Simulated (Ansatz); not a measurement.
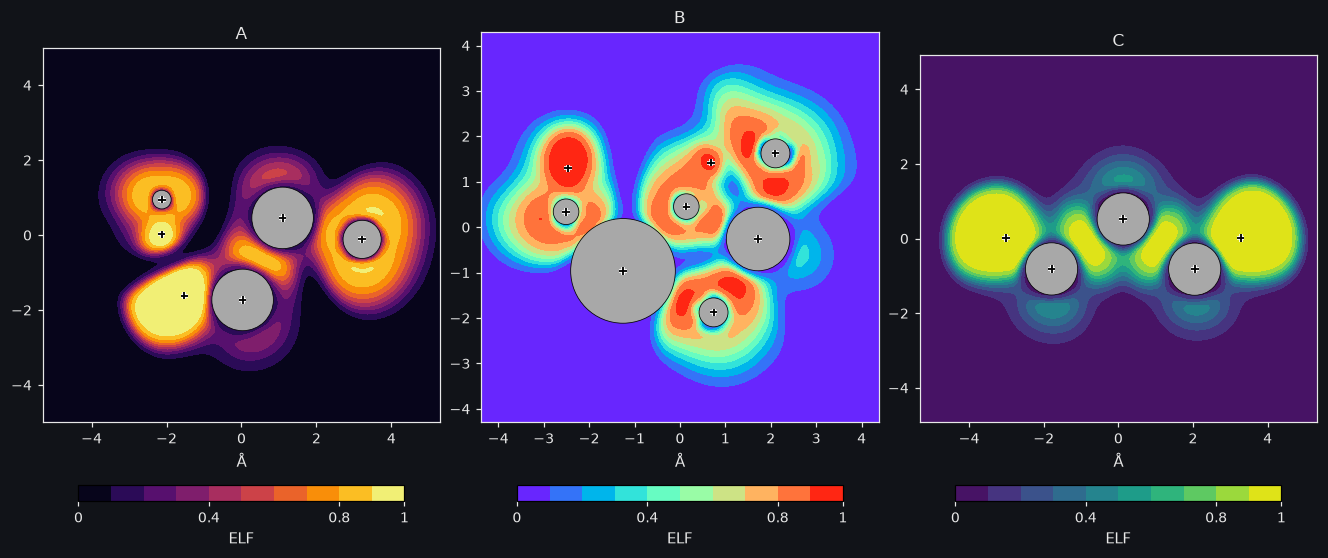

The electron localisation function of 3 systems, each on a plane through atoms (crosses mark nuclei in the plane; grey discs cover the cores).

Level of theory: RKS PBE0-D4/def2-TZVPP (Ansatz 0.2.0).

System 1: H$_{10}$N$_{2}$O$_{4}$SiTi, the plane of atoms N2, Si1 and Ti6. A transition-state structure; geometry: PBE0-D4/def2-TZVP.

```xyz
18

Si   -1.4788   -0.4571   -0.2608
N    -1.3590   -2.1982   -1.0705
N    -0.9504    1.1802    0.5208
H    -0.0433   -1.7042   -0.8004
O     0.2313   -0.7301   -0.3380
Ti    1.2110    0.8223    0.4229
O     1.3926    2.3539   -0.5345
O     1.3039    1.0615    2.2198
O     2.7582   -0.0409    0.0678
H    -2.1949    0.1651   -1.4099
H    -2.2639   -0.9224    0.9171
H    -1.6647   -2.2902   -2.0296
H    -1.7107   -2.9852   -0.5423
H    -1.2382    1.3250    1.4817
H    -1.1901    2.0164    0.0006
H     2.1799    2.5366   -1.0520
H     2.0552    0.7568    2.7334
H     2.9618   -0.8891   -0.3259
```

System 2: H$_{10}$Si$_{4}$···HF, the plane of atoms Si2, Si1 and Si4. The reactant side of a reaction path; geometry: PBE0-D4/def2-TZVP.

```xyz
16

Si   -0.4283    0.5346    0.5586
Si    1.4089   -0.6051    1.4553
Si   -0.1882    0.9156   -1.7328
Si   -2.3807   -0.7135    0.8759
H    -0.5812    1.8582    1.2312
H     2.5007    0.5954   -1.8616
F     3.0604   -0.0761   -1.5531
H     2.6298    0.2375    1.4124
H     1.1007   -0.9390    2.8731
H     1.6277   -1.8653    0.7016
H    -1.2795    1.7672   -2.2741
H     1.0926    1.6402   -2.0268
H    -0.1503   -0.3671   -2.4821
H    -2.2244   -2.0401    0.2216
H    -2.6355   -0.9206    2.3262
H    -3.5528   -0.0219    0.2748
```

System 3: ClGe$_{4}$H$_{9}$···HF, the plane of atoms Ge2, Ge1 and Cl5. The reactant side of a reaction path; geometry: PBE0-D4/def2-TZVP.

```xyz
16

Ge   -0.5913    0.0720   -0.4387
Ge    0.5158    2.2003   -0.0221
Ge    0.6848   -1.4714   -1.8151
Ge   -1.7064   -0.8678    1.5050
Cl   -2.2402    0.7098   -1.7444
H     2.0725    0.3953    1.4139
F     1.9697   -0.5243    1.4894
H    -0.4337    3.1778    0.6837
H     1.0302    2.8107   -1.3328
H     1.7533    2.0358    0.9069
H     1.8448   -2.0810   -1.0186
H    -0.2679   -2.5775   -2.2919
H     1.2279   -0.7038   -3.0301
H    -2.5856    0.2241    2.1340
H    -2.5924   -2.0295    1.0315
H    -0.6814   -1.3705    2.5293
```

**Which map belongs to which system?**

Panel A is system 3, ClGe$_{4}$H$_{9}$···HF: the plane holds Ge, Cl, H and F. H6···H10 (1.75 Å): the ELF dips to about 0.10 between them. Panel B is system 1, H$_{10}$N$_{2}$O$_{4}$SiTi: the plane holds Si, N, H, O and Ti. Si–O (1.73 Å): the ELF peaks at about 0.90 between the atoms, as expected for a polar covalent bond. Panel C is system 2, H$_{10}$Si$_{4}$···HF: the plane holds Si and H. Si–Si (2.34 Å): the ELF peaks at about 1 between the atoms, as expected for localised, covalent bonding.
